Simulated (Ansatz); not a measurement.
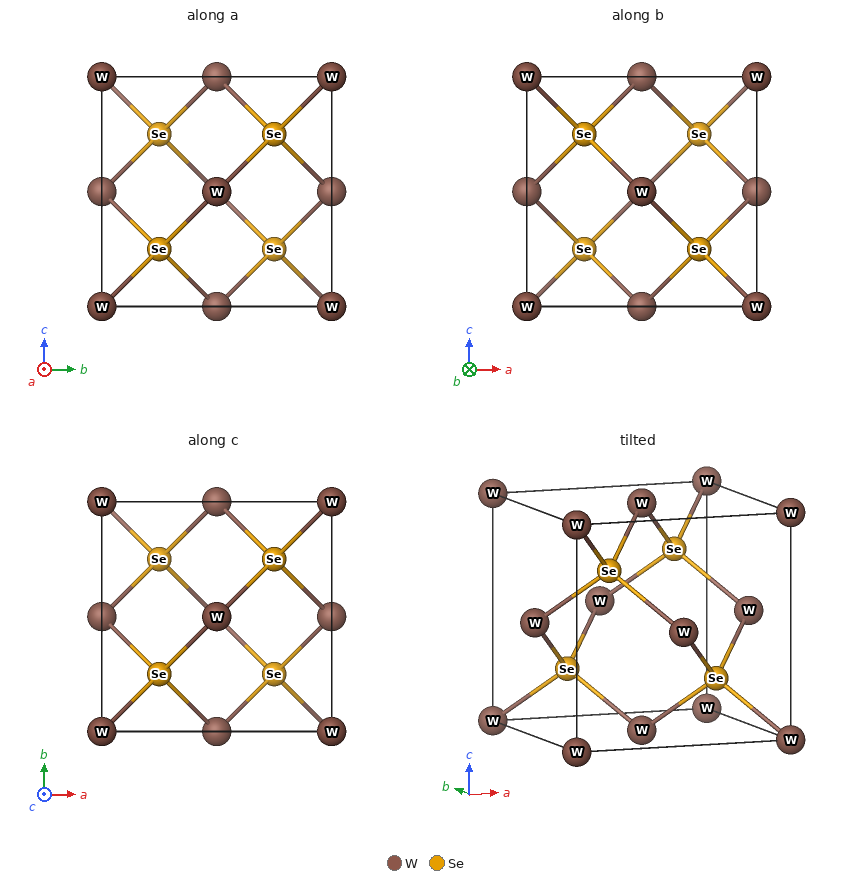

The figure gives a ball-and-stick picture of the atoms, viewed along the a axis, along the b axis, along the c axis and slightly off an axis. The parallelepiped is the conventional unit cell.

Lattice parameters: a = 5.585 Å, b = 5.585 Å, c = 5.585 Å, α = 90.00°, β = 90.00°, γ = 90.00°.

Q: Record the structure as a table of Wyckoff sites.

A: Space group F-43m (No. 216).
```
atom  site       x       y       z
   W    4a  0.0000  0.0000  0.0000
  Se    4d  0.2500  0.2500  0.7500
```

The initial geometry was a structure type filled with these elements by a generator (whether the compound takes this form wasn't checked). Earlier steps of the study, as a rule a relaxation of our own, may have changed the cell and positions, so they can lie some per cent off the listed ones. A calculation with Ansatz used it as input.

At this level of theory the run's own cell isn't at rest (compressed, at 5 GPa), so its distances can differ from those at equilibrium, the more so the softer the solid.
